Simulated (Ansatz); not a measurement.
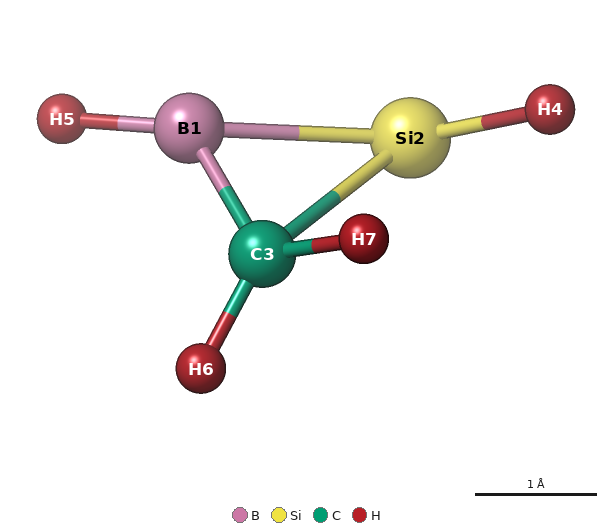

Orthographic view. Depth is shown by fading: the farther an atom, the more it takes the colour of the background. The species is neutral and a spin doublet. Computed geometry: PBE0-D4/def2-TZVP optimisation. No frequency run is at hand to confirm it as a minimum.

Give the geometry as a Z-matrix, atoms in numerical order, with these reference atoms: 2 to 1; 3 to 1, 2; 4 to 2, 1, 3; 5 to 1, 3, 2; 6 to 3, 1, 5; 7 to 3, 6, 1.

```
B  
Si   1   1.908
C    1   1.481   2    74.9
H    2   1.496   1   124.3   3   -58.4
H    1   1.186   3   132.5   2   140.6
H    3   1.090   1   121.0   5     5.3
H    3   1.090   6   110.9   1   168.2
```
